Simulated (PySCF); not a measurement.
System: C4H6NSi (SMILES N#C[Si]1CCC1) (doublet).

Input file:

```
{"job": {"kind": "epr", "basis": "pcH-1"}, "charge": 0, "multiplicity": 2}
N      3.530783     0.578917    -1.080727
C      2.393672     0.423410    -0.975909
Si     0.564912     0.213622    -1.140183
C     -0.280052    -1.228496    -0.201364
C     -0.937190    -0.212731     0.754833
C     -0.580832     1.132908     0.091506
H      0.378041    -1.940873     0.291855
H     -1.009238    -1.797074    -0.774308
H     -2.012658    -0.360449     0.847404
H     -0.497310    -0.280351     1.749171
H     -1.444946     1.624959    -0.349456
H     -0.103984     1.845472     0.761150
```

Command:

```sh
OMP_NUM_THREADS=1 python probes_run.py task.json out
```

Geometry: GFN2-xTB.

All numbers below come from PySCF 2.14.0, density-fitted response routines, UKS B3LYP, pcH-1 on C H N Si, non-relativistic, mean-field spin-orbit, GIAO.

### What will maps of the electron density, electron localisation function and spin density show?

C–N (1.15 Å): ρ is about 3.6 e/Å³ halfway; the ELF peaks at about 0.85 between the atoms: a short, multiple covalent bond.
C–Si (1.85 Å): the density is about 0.9 e/Å³ at the midpoint; the ELF peaks at about 0.95 between the atoms: localised, covalent bonding.
C–H (1.09 Å): ρ at the midpoint is about 2 e/Å³; the ELF climbs to about 1 towards the hydrogen, as it does in any bond to H; a covalent bond by its length.
The unpaired spin (1 electron) lies mostly on Si3 (about 0.7) and N1 (about 0.1), in electrons by Hirshfeld's partition.

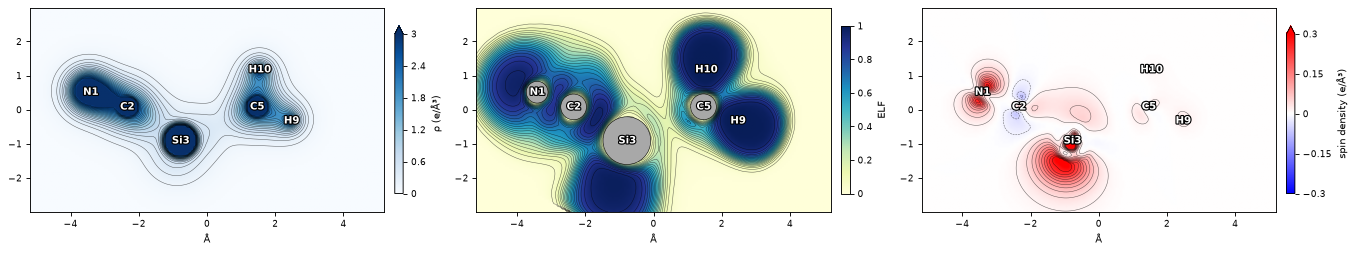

Computed electron density, electron localisation function and spin density on the plane of atoms H9, C5 and H10, in this order. Grey discs cover the atomic cores in the ELF map. 
